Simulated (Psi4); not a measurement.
# InF (SMILES [F][In]): MP2/def2-QZVPPD (density fitting, core potential, density fitting for correlation, sweep point 7)

What is the energy change on altering one bond length of InF at MP2/def2-QZVPPD (density fitting, core potential, density fitting for correlation, sweep point 7)? 

The calculation is run with Psi4 1.11.

### Step 1. The structure to begin with

InF: 2 atoms, total charge 0, spin state singlet. As SMILES, `[F][In]`. The shape comes from GFN2-xTB, which is rough for such elements, and wasn't checked as a minimum.

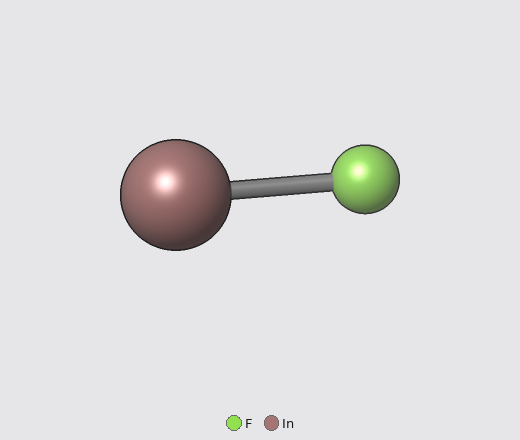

The structure, seen from a chosen angle (fluorine green, indium brown).

### Step 2. The energy at MP2/def2-QZVPPD (density fitting, core potential, density fitting for correlation, sweep point 7)

calc.py

```python
import psi4

psi4.set_memory('1600 MB')
psi4.set_num_threads(1)
psi4.core.set_output_file('fin.out', False)

mol = psi4.geometry("""
0 1
F      0.00000000     0.00000000     0.00000000
In     0.00000000     0.00000000     3.82762137
units bohr
symmetry c1
""")

psi4.set_options({
    'basis': 'def2-QZVPPD',
    'puream': True,
    'scf_type': 'df',
    'num_frozen_docc': 5,
})

E = psi4.energy("mp2")
print('E =', round(E, 9))
for k, v in sorted(psi4.core.scalar_variables().items()):
    print(f'{k:45s} {v:18.10f}')
```

Launch:

```
$ python calc.py
```

fin.out:

```text
[...]
    !!!  WARNING: ECP capability is in beta. Please check occupations closely.  !!!
[...]
  Running in c1 symmetry.
[...]
  Nuclear repulsion =   49.377924755394496
[...]
  Multiplicity = 1
[...]
  Nalpha       = 15
  Nbeta        = 15
[...]
    Number of basis functions: 154
[...]
   @DF-RHF iter   1:  -288.62491757508081   -1.34041e+00   4.01324e-03 ADIIS/DIIS
[...]
   @DF-RHF iter  11:  -288.76162964406581   -2.89333e-11   4.93283e-09 DIIS
[...]
    Orbital Energies [Eh]
    ---------------------
    Doubly Occupied:
       1A    -26.175381     2A     -5.386325     3A     -3.642367
       4A     -3.642367     5A     -3.635107     6A     -1.445487
       7A     -1.029808     8A     -1.029808     9A     -1.022764
      10A     -1.022764    11A     -1.020577    12A     -0.572585
      13A     -0.534395    14A     -0.534395    15A     -0.354499
[...]
  @DF-RHF Final Energy:  -288.76162964406581
   => Energetics <=
    Nuclear Repulsion Energy =             49.3779247553944955
    One-Electron Energy =                -574.1818512236018250
    Two-Electron Energy =                 236.0422968241415731
    Total Energy =                       -288.7616296440658061
[...]
 Multipole Moments:
 ------------------------------------------------------------------------------------
     Multipole            Electronic (a.u.)      Nuclear  (a.u.)        Total (a.u.)
 ------------------------------------------------------------------------------------
 L = 1.  Multiply by 2.5417464519 to convert [e a0] to [Debye]
 Dipole X            :         -0.0000000            0.0000000           -0.0000000
 Dipole Y            :         -0.0000000            0.0000000           -0.0000000
 Dipole Z            :         19.5353594          -18.1564068            1.3789526
 Magnitude           :                                                    1.3789526
[...]
```

On the terminal:

```text
E = -289.500425257
CURRENT CORRELATION ENERGY                         -0.7387956126
CURRENT ENERGY                                   -289.5004252567
CURRENT REFERENCE ENERGY                         -288.7616296441
CUSTOM SCS-MP2 CORRELATION ENERGY                  -0.6796781163
CUSTOM SCS-MP2 TOTAL ENERGY                      -289.4413077604
DD SOLVATION ENERGY                                 0.0000000000
HF KINETIC ENERGY                                 172.9631023883
HF POTENTIAL ENERGY                              -461.7247320324
HF TOTAL ENERGY                                  -288.7616296441
HF VIRIAL RATIO                                     2.6694984402
MP2 CORRELATION ENERGY                             -0.7387956126
MP2 DOUBLES ENERGY                                 -0.7387956126
MP2 OPPOSITE-SPIN CORRELATION ENERGY               -0.5000918216
MP2 SAME-SPIN CORRELATION ENERGY                   -0.2387037910
MP2 SINGLES ENERGY                                 -0.0000000000
MP2 TOTAL ENERGY                                 -289.5004252567
NUCLEAR REPULSION ENERGY                           49.3779247554
ONE-ELECTRON ENERGY                              -574.1818512236
PCM POLARIZATION ENERGY                             0.0000000000
PE ENERGY                                           0.0000000000
SCF ITERATION ENERGY                             -288.7616296441
SCF ITERATIONS                                     11.0000000000
SCF TOTAL ENERGY                                 -288.7616296441
SCS-MP2 CORRELATION ENERGY                         -0.6796781163
SCS-MP2 TOTAL ENERGY                             -289.4413077604
TWO-ELECTRON ENERGY                               236.0422968241
```

It took 5.4 s on 1 thread of Intel Xeon Platinum 8488C (Sapphire Rapids), shared host; peak memory 0.34 GiB.

### Step 3. The distorted shape, same level

job.py

```python
import psi4

psi4.set_memory(1600000000)
psi4.set_num_threads(1)
psi4.core.set_output_file('psi4.out', False)

molecule = psi4.geometry("""
0 1
F      0.00000000     0.00000000    -1.91374454
In     0.00000000     0.00000000     3.82762137
units au
symmetry c1
""")

psi4.set_options({
    'reference': 'rhf',
    'puream': True,
    'scf_type': 'df',
    'num_frozen_docc': 5,
})

E, wfn = psi4.energy("mp2/def2-QZVPPD", molecule=molecule, return_wfn=True)
print(f'total energy {E:.8f} hartree = {E * 27.211386:.5f} eV')
for k, v in sorted(psi4.core.scalar_variables().items()):
    print(f'{k:45s} {v:18.10f}')
```

Launch:

```
$ python job.py
```

psi4.out:

```text
[...]
    !!!  WARNING: ECP capability is in beta. Please check occupations closely.  !!!
[...]
  Running in c1 symmetry.
[...]
  Nuclear repulsion =   32.918995751657285
[...]
  Multiplicity = 1
[...]
  Nalpha       = 15
  Nbeta        = 15
[...]
    Number of basis functions: 154
[...]
   @DF-RHF iter   1:  -288.52754754600352   -1.36026e+00   4.06411e-03 ADIIS/DIIS
[...]
   @DF-RHF iter  12:  -288.67212351452895   -3.69482e-12   2.15515e-09 DIIS
[...]
    Orbital Energies [Eh]
    ---------------------
    Doubly Occupied:
       1A    -26.047087     2A     -5.463326     3A     -3.716723
       4A     -3.716723     5A     -3.714007     6A     -1.288341
       7A     -1.101676     8A     -1.101676     9A     -1.098603
      10A     -1.098603    11A     -1.097481    12A     -0.463933
      13A     -0.394773    14A     -0.394773    15A     -0.381052
[...]
  @DF-RHF Final Energy:  -288.67212351452895
   => Energetics <=
    Nuclear Repulsion Energy =             32.9189957516572846
    One-Electron Energy =                -541.0246845414451400
    Two-Electron Energy =                 219.4335652752588999
    Total Energy =                       -288.6721235145289484
[...]
 Multipole Moments:
 ------------------------------------------------------------------------------------
     Multipole            Electronic (a.u.)      Nuclear  (a.u.)        Total (a.u.)
 ------------------------------------------------------------------------------------
 L = 1.  Multiply by 2.5417464519 to convert [e a0] to [Debye]
 Dipole X            :          0.0000000            0.0000000            0.0000000
 Dipole Y            :          0.0000000            0.0000000            0.0000000
 Dipole Z            :         31.5656565          -27.2342965            4.3313600
 Magnitude           :                                                    4.3313600
[...]
```

The script printed:

```text
total energy -289.41411720 hartree = -7875.35926 eV
CURRENT CORRELATION ENERGY                         -0.7419936812
CURRENT ENERGY                                   -289.4141171958
CURRENT REFERENCE ENERGY                         -288.6721235145
CUSTOM SCS-MP2 CORRELATION ENERGY                  -0.6842281911
CUSTOM SCS-MP2 TOTAL ENERGY                      -289.3563517057
DD SOLVATION ENERGY                                 0.0000000000
HF KINETIC ENERGY                                 172.7052101685
HF POTENTIAL ENERGY                              -461.3773336830
HF TOTAL ENERGY                                  -288.6721235145
HF VIRIAL RATIO                                     2.6714731607
MP2 CORRELATION ENERGY                             -0.7419936812
MP2 DOUBLES ENERGY                                 -0.7419936812
MP2 OPPOSITE-SPIN CORRELATION ENERGY               -0.5041118816
MP2 SAME-SPIN CORRELATION ENERGY                   -0.2378817997
MP2 SINGLES ENERGY                                 -0.0000000000
MP2 TOTAL ENERGY                                 -289.4141171958
NUCLEAR REPULSION ENERGY                           32.9189957517
ONE-ELECTRON ENERGY                              -541.0246845414
PCM POLARIZATION ENERGY                             0.0000000000
PE ENERGY                                           0.0000000000
SCF ITERATION ENERGY                             -288.6721235145
SCF ITERATIONS                                     12.0000000000
SCF TOTAL ENERGY                                 -288.6721235145
SCS-MP2 CORRELATION ENERGY                         -0.6842281911
SCS-MP2 TOTAL ENERGY                             -289.3563517057
TWO-ELECTRON ENERGY                               219.4335652753
```

It took 6.3 s on 1 thread of Intel Xeon Platinum 8488C (Sapphire Rapids), shared host; peak memory 0.3 GiB.

### Step 4. What came out

Level: MP2/def2-QZVPPD (density fitting, core potential, density fitting for correlation, sweep point 7), 5 core orbitals frozen.

```
                                                          quantity          value
                                         first shape: total energy  -289.50043 Eh
                  first shape: HOMO energy (Hartree–Fock orbitals)       -9.65 eV
                  first shape: LUMO energy (Hartree–Fock orbitals)        0.38 eV
                first shape: HOMO–LUMO gap (Hartree–Fock orbitals)       10.03 eV
          first shape: correlation energy (5 core orbitals frozen)     -738.8 mEh
                                     distorted shape: total energy  -289.41412 Eh
              distorted shape: HOMO energy (Hartree–Fock orbitals)      -10.37 eV
              distorted shape: LUMO energy (Hartree–Fock orbitals)       -0.71 eV
            distorted shape: HOMO–LUMO gap (Hartree–Fock orbitals)        9.66 eV
      distorted shape: correlation energy (5 core orbitals frozen)     -742.0 mEh
energy change with the F1–In2 bond stretched from 2.025 to 3.038 Å       2.349 eV
```

In words: With the F1–In2 bond stretched from 2.025 to 3.038 Å the energy rises by 2.35 eV (54 kcal/mol). The first shape isn't relaxed at this level, so the change isn't measured from a minimum.
